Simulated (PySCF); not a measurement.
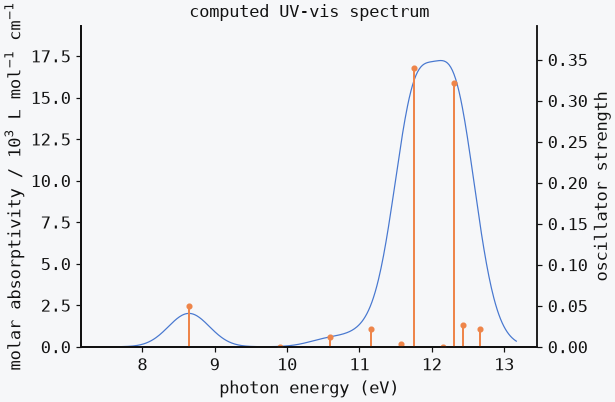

Computed absorption of BHF₂ (difluoroborane), SMILES FBF. Vertical TDDFT excitations, CAM-B3LYP/def2-SVPD with PySCF 2.14.0, at a PBE0-D3(BJ)/def2-SVP geometry (no frequency check), gas phase. Only the first 10 singlet excitations are included; each is broadened by a Gaussian of 1/e half-width 0.40 eV. Sticks give oscillator strengths (right axis).

### Does any vertical transition fall in the visible?

No singlet lies below 3.1 eV (beyond 400 nm), so at this level no vertical transition falls in the visible.

### Where is the maximum of the broadened curve, and how high is it?

At about 12.1 eV (102 nm), with ε near 17000 L mol⁻¹ cm⁻¹.

### List the transitions behind the spectrum.

```
state  E (eV)  λ (nm)      f          main character
   S1    8.64     143  0.050      HOMO → LUMO (98 %)
   S2    9.90     125  0.000    HOMO−1 → LUMO (98 %)
   S3   10.59     117  0.012    HOMO → LUMO+1 (97 %)
   S4   11.16     111  0.022    HOMO−2 → LUMO (82 %)
   S5   11.58     107  0.003  HOMO−1 → LUMO+1 (58 %)
   S6   11.75     106  0.340    HOMO → LUMO+2 (96 %)
   S7   12.15     102  0.000  HOMO−2 → LUMO+1 (92 %)
   S8   12.30     101  0.322    HOMO → LUMO+3 (49 %)
   S9   12.42     100  0.027    HOMO−4 → LUMO (95 %)
  S10   12.67      98  0.022    HOMO−3 → LUMO (86 %)
```

Note: states above the negative HOMO energy depend on the basis; core orbitals are frozen in the response.
